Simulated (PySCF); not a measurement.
# SF2: relaxation and vibrations of the singlet

Where does singlet SF2 go from a bent start, is the end point a minimum, and what are its modes, charges and moments?

The runs use PySCF 2.14.0; PBE0, basis S def2-TZVP, F def2-TZVP, no relativity, density fitting.

## Step 1: The starting structure

3 atoms, charge 0, spin multiplicity 1.

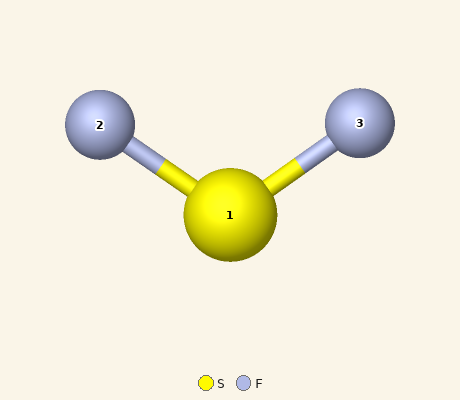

The starting geometry (sulfur yellow, fluorine light blue); atoms are numbered from 1 in the order of the file.

Z-matrix (Å, degrees; charge 0 multiplicity 1):
```
S
F  1 1.6700
F  1 1.6700 2 110.00
```

## Step 2: The SCF at the typed geometry

One driver script runs all steps and calls PySCF; scf.py shows how it sets up the SCF of each step. The optimiser is the driver's own. After this first run the driver tries any further starts and a stability analysis.

Contents of scf.py:

```python
from pyscf import gto, scf, dft
mol = gto.M(atom='''
S      0.000000     0.000000     0.000000
F      1.368000     0.000000     0.957900
F     -1.368000     0.000000     0.957900''',
    basis={'S': 'def2-TZVP', 'F': 'def2-TZVP'},
    charge=0, spin=0)
mf = dft.RKS(mol, xc='PBE0')
mf.grids.atom_grid = (50, 194)
aux = {'S': 'def2-universal-JKFIT', 'F': 'def2-universal-JKFIT'}
mf = mf.density_fit(auxbasis=aux)
mf.conv_tol = 1e-08
mf.diis_space = 10
mf.max_cycle = 60
mf.init_guess = 'minao'
mf.verbose = 4
mf.kernel()
```

Launch:

```bash
OMP_NUM_THREADS=2 python axn.py task.json out
```

Output:

```text
init E= -597.747447216823
  HOMO = -0.243405753789311  LUMO = -0.119117129713042  gap/eV = 3.38207
cycle= 1 E= -597.52134741702  delta_E= 0.226  |g|= 0.635  |ddm|=  1.6
  HOMO = -0.2914097481463  LUMO = -0.0980658775055755  gap/eV = 5.26115
cycle= 2 E= -597.346746221771  delta_E= 0.175  |g|= 1.22  |ddm|= 0.893
  HOMO = -0.284968644828609  LUMO = -0.0976615933712195  gap/eV = 5.09688
cycle= 3 E= -597.589030094346  delta_E= -0.242  |g|= 0.0589  |ddm|= 0.574
  HOMO = -0.278050174140695  LUMO = -0.0846860712367089  gap/eV = 5.26171
cycle= 4 E= -597.589579334915  delta_E= -0.000549  |g|= 0.019  |ddm|= 0.0518
  HOMO = -0.280557109152859  LUMO = -0.0873308229448242  gap/eV = 5.25796
cycle= 5 E= -597.589643423625  delta_E= -6.41e-05  |g|= 0.00167  |ddm|= 0.0129
  HOMO = -0.280328075674632  LUMO = -0.0871046089137029  gap/eV = 5.25788
cycle= 6 E= -597.589644003044  delta_E= -5.79e-07  |g|= 0.00025  |ddm|= 0.00153
  HOMO = -0.28032896779051  LUMO = -0.0871195603216175  gap/eV = 5.25750
cycle= 7 E= -597.589644020941  delta_E= -1.79e-08  |g|= 6.97e-05  |ddm|= 0.000231
  HOMO = -0.280340260304179  LUMO = -0.0871276494376506  gap/eV = 5.25758
cycle= 8 E= -597.589644022303  delta_E= -1.36e-09  |g|= 1.25e-05  |ddm|= 8.35e-05
  HOMO = -0.280336049116066  LUMO = -0.0871245718631413  gap/eV = 5.25755
Extra cycle  E= -597.589644022303  delta_E= 3.41e-13  |g|= 1.54e-05  |ddm|= 2.39e-05
converged SCF energy = -597.589644022303
```

This step, with its further starts and checks, ran for 6 s (2 threads of Arm Neoverse V1, shared host).

The starts that the driver tried:

```csv
start,energy (Eh)
the minimal-basis guess,-597.589644
a thermally smeared density,-597.589644
a smeared PBE density,-597.589644
```

No lower closed-shell solution turned up from the other starts or in the test of internal stability.

## Step 3: Bent start, singlet: relaxation

The program finds C2v symmetry in the start, which this walk keeps. Threshold on the gradient: 0.0003 Eh/bohr, with a further test on the energy change.

scf.py, as its differences from that of step 2:

```diff
@@ -3,3 +3,3 @@
-S      0.000000     0.000000     0.000000
-F      1.368000     0.000000     0.957900
-F     -1.368000     0.000000     0.957900''',
+S      0.000000     0.000000    -0.520190
+F      1.368000     0.000000     0.437710
+F     -1.368000     0.000000     0.437710''',
@@ -15 +14,0 @@
-mf.init_guess = 'minao'
```

Energy and gradient, step by step:

```csv
step,energy (Eh),change (kJ/mol),largest symmetric gradient (Eh/bohr)
0,-597.589644,0.00,0.04038
1,-597.600989,-29.79,0.00260
2,-597.600993,-29.80,0.00300
3,-597.601005,-29.83,0.00035
4,-597.601006,-29.83,0.00019
```

The walk took 4.1 s.

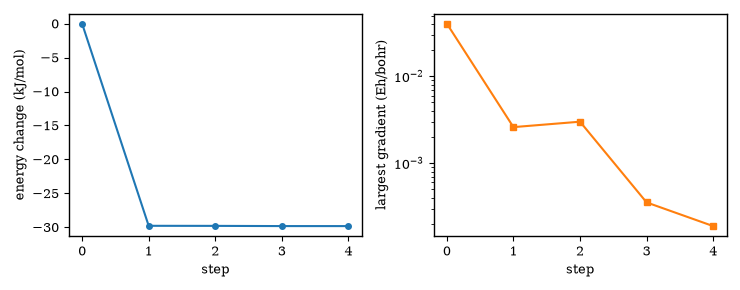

How energy and gradient fall.

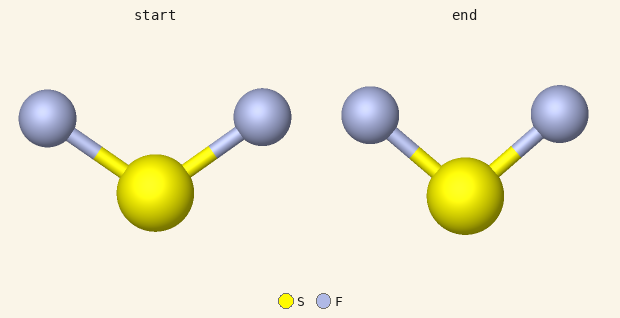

The geometry along the walk, at one scale.

It settles in C2v symmetry, 29.8 kJ/mol below the start, after 4 steps: S–F 1.591 Å (×2); F–S–F 98.5°.

## Step 4: Is it a minimum? Harmonic modes

The point is checked on the finer grid, and tightened if its gradient asks for it. The Hessian and the dipole derivatives come from central differences of analytic gradients, with steps of 0.02 bohr.

scf.py, as its differences from that of step 3:

```diff
@@ -3,3 +3,3 @@
-S      0.000000     0.000000    -0.520190
-F      1.368000     0.000000     0.437710
-F     -1.368000     0.000000     0.437710''',
+S      0.000000     0.000000    -0.562983
+F      1.205857     0.000000     0.474000
+F     -1.205857     0.000000     0.474000''',
@@ -9 +9 @@
-mf.grids.atom_grid = (50, 194)
+mf.grids.atom_grid = (75, 302)
@@ -12 +12 @@
-mf.conv_tol = 1e-08
+mf.conv_tol = 1e-10
```

The driver hands on the density of the step before, so the log starts near convergence.

Log of the central SCF (cycles and frontier levels):

```text
init E= -597.600951809733
  HOMO = -0.263822773810453  LUMO = -0.0608517157948947  gap/eV = 5.52312
cycle= 1 E= -597.600951809732  delta_E= 3.41e-13  |g|= 7.94e-07  |ddm|= 1.01e-06
  HOMO = -0.263822654878467  LUMO = -0.0608516370705028  gap/eV = 5.52312
Extra cycle  E= -597.600951809733  delta_E= -1.02e-12  |g|= 1.06e-06  |ddm|= 9.08e-07
converged SCF energy = -597.600951809733
```

The whole step took 16 s.

Geometry: C2v; S–F 1.590 Å (×2); F–S–F 98.6°.

Harmonic modes (main isotopes):

```json
{"symmetry": "a1", "ω (cm⁻¹)": "354", "IR (km/mol)": "4.1", "μ (u)": "20.45"}
{"symmetry": "b2", "ω (cm⁻¹)": "835", "IR (km/mol)": "153", "μ (u)": "22.74"}
{"symmetry": "a1", "ω (cm⁻¹)": "862", "IR (km/mol)": "80.4", "μ (u)": "22.33"}
```

No imaginary mode, so this is a minimum.

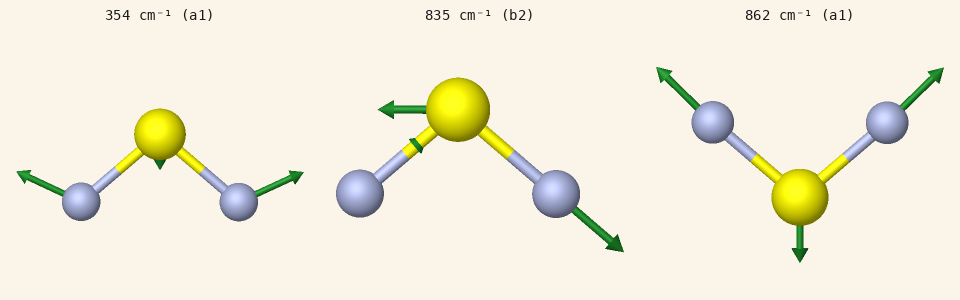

How the atoms move in 3 of the modes.

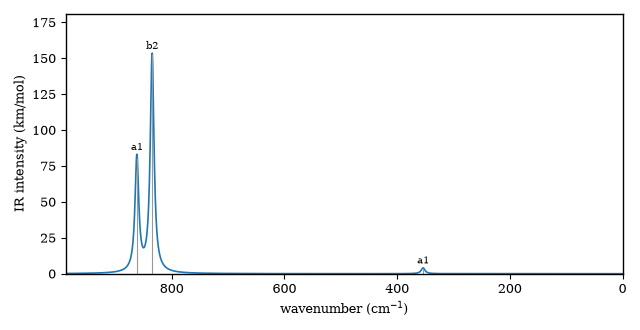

The harmonic infrared spectrum (widths in cm⁻¹). Lines are broadened to a width of 8 cm⁻¹ (Lorentzian).

Constants and moments:

```
Dipole moment                                                   : 1.07 D
Highest occupied level                                          : -7.18 eV
Lowest empty level                                              : -1.66 eV
Rotational constants                                            : 0.9029, 0.3051, 0.228 cm⁻¹
Zero-point energy                                               : 12.3 kJ/mol
Principal polarisabilities                                      : 14.1, 19.0, 22.2 bohr³
Atomisation energy without zero-point energy                    : 722 kJ/mol
Principal traceless quadrupole moments about the centre of mass : -1.32, -0.43, 1.76 D Å
Entropy at 298.15 K and 1 bar                                   : 257.6 J/(mol K)
Heat capacity Cp at 298.15 K                                    : 44.6 J/(mol K)
Enthalpy at 298.15 K above 0 K                                  : 11.20 kJ/mol
Rotational symmetry number                                      : 2
```

Charges (e) and bond orders:

```
atom  Mulliken  Löwdin  polar tensor  Mayer order to S1
  S1      0.39    0.28          0.94                  –
F2,3     -0.19   -0.14         -0.47               1.02
```

Outer orbital energies (eV). occupied: -20.76, -16.10, -14.91, -14.49, -13.21, -12.78, -12.21, -7.18; empty: -1.66, -0.53, 6.95, 7.11.

Mulliken populations on S1: s 5.92, p 9.32, d 0.31, f 0.06.

## Step 5: Would spin polarisation lower it?

At the lowest minimum the closed shell is tested against spin polarisation, on the (50, 194) grid. It is stable.

## Step 6: Outcome

```
                                 quantity                          value
                                  minimum                   singlet, C2v
                                 geometry  S–F 1.590 Å (×2); F–S–F 98.6°
                       wavenumbers (cm⁻¹)   354 (a1), 835 (b2), 862 (a1)
                            dipole moment                         1.07 D
     highest occupied, lowest empty level                -7.18, -1.66 eV
                polar-tensor charge of S1                        +0.94 e
                        zero-point energy                    12.3 kJ/mol
                      entropy at 298.15 K                257.6 J/(mol K)
atomisation energy (no zero-point energy)                     722 kJ/mol
```

**Reading.** The bent start keeps its C2v symmetry and ends in a minimum. In the infrared the band at 835 cm⁻¹ (b2, stretch) leads. Other starts or spin states, not run here, may lie lower.

The search up to here ran for 29 s (2 threads of Arm Neoverse V1, shared host).
